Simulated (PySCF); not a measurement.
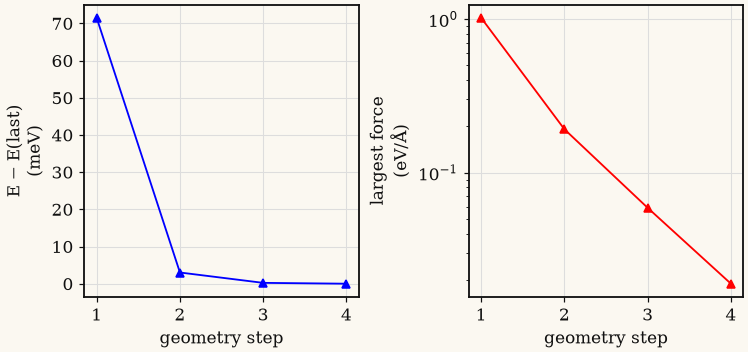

History of a geometry optimisation.

System: CH₄BCl₂O (SMILES O[B@@H-](Cl)CCl) (charge −1).
Method: PySCF, PBE0-D3(BJ)/def2-SVP, geometry optimisation.

Question: How did it end, and what did it gain?

Answer: The optimisation met its thresholds at geometry 4, counting the start as the first. The energy fell by about 71 meV from the first step to the last. The largest force goes from about 1 eV/Å at the start to 0.019 eV/Å at the end.
